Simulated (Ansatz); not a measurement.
Profile along the Co–Co line in CoSn (CoSn type, space group P6/mmm)

CoSn (CoSn type, space group P6/mmm)

```xyz
6
Lattice="5.2937 0.0000 0.0000 -2.6469 4.5845 0.0000 0.0000 0.0000 4.2347" Properties=species:S:1:pos:R:3 pbc="T T T"
Co     2.6469     0.0000     0.0000
Co     1.3234     2.2923     0.0000
Co    -1.3234     2.2923     0.0000
Sn     0.0000     0.0000     0.0000
Sn     0.0000     3.0563     2.1174
Sn     2.6469     1.5282     2.1174
```

Fields along a shortest Co–Co line of a (-1 1 0 0) plane (2.65 Å), from Co to Co, interpolated on the slice's grid (step about 0.3 Å). These are PBE (plane waves to 420 eV, PAW, scalar-relativistic; Ansatz, a quantum-chemistry and plane-wave program) values and carry that method's errors. k mesh 10×10×11. Inside the PAW spheres the values are not all-electron values, and peaks at nuclei hang on which shells count as valence. CoSn is run without spin polarisation. CoSn was relaxed with its symmetry unable to fall. The PAW data are Ansatz's earlier set.

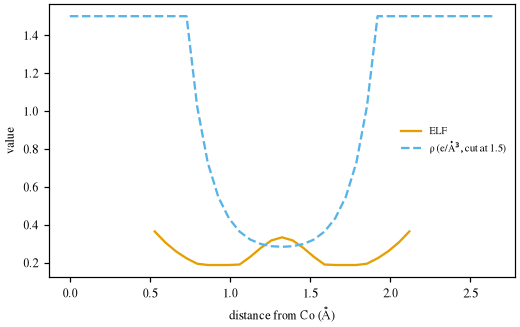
Figure. ELF (away from the nuclei) and valence density from Co to Co.

Density on the Co–Co line (2.65 Å) at its midpoint: 0.28 e/Å³. ELF at that point: 0.33.
